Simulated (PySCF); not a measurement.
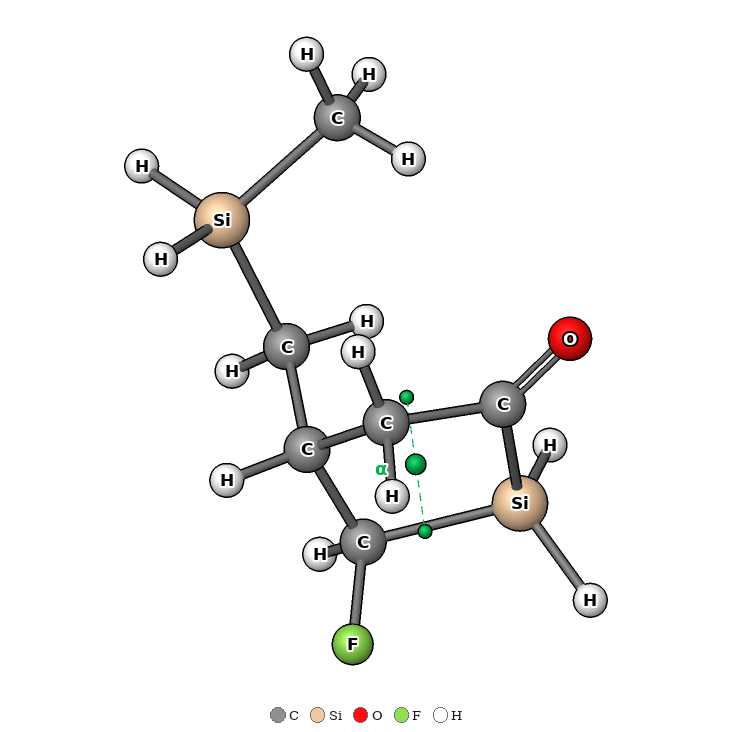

The small points mark where nucleus-independent chemical shifts (NICS) were computed: at the centre of each lettered ring and 1 Å above and below it. The geometry was computed by an optimisation with GFN2-xTB. No frequency run is at hand to confirm it as a minimum. Method: GIAO PBE0/pcSseg-1 NMR shielding, non-relativistic, gas phase (PySCF 2.14.0).

Give NICS(0), NICS(1) and the out-of-plane component NICS(1)zz for each ring (means of the two sides).

```json
{"ring": "α", "members": "C4Si", "NICS(0)": "2.5", "NICS(1)": "−1.8", "NICS(1)zz": "−3.1"}
```

Values in ppm.

Question. What do the values say about the ring currents?

Answer. Ring α: weak, as in a non-aromatic ring. NICS is one index among several.

The geometry is semi-empirical. Around Si such bond lengths and angles can be off by a tenth of an ångström or more and by several degrees, and values that hang on the shape move with them.
